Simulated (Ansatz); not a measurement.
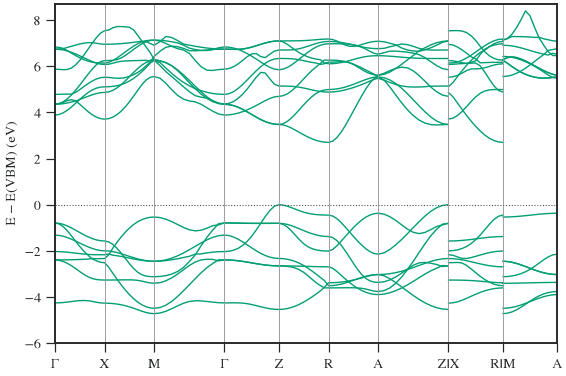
Band structure from r²SCAN (plane waves, PAW; program Ansatz)

### Question
Read off the gap and where the band edges lie.

### Answer
About 2.7 eV (2.70 eV by a search for the band edges); maximum at Z, minimum at R.

### Question
Which compound is it?
A) HfO2, rutile
B) CaScHO2, P4/mmm (Ca on 1d, Sc on 1a, O on 2f, H on 1b)
C) BaTiO3, P4mm (Ba on 1b, Ti on 1a, O on 2c, O on 1a)
D) CaAlHO2, P4/mmm (Ca on 1d, Al on 1a, O on 2f, H on 1b)

### Answer
B, CaScHO2, P4/mmm (Ca on 1d, Sc on 1a, O on 2f, H on 1b)

The start of the workflow was typed in or built on a structure type; neither database checked (COD, Materials Project) lists it. Whether it is the stable phase at ambient conditions was not checked. The r²SCAN relaxation kept the symmetry of its start; its stability against distortions is not shown here. No spin polarisation was allowed.

Potentials: the earlier of the program's two PAW sets. The files were generated under PBE; for other functionals the program regenerates the frozen cores, and for LDA and PBEsol the local potential too.
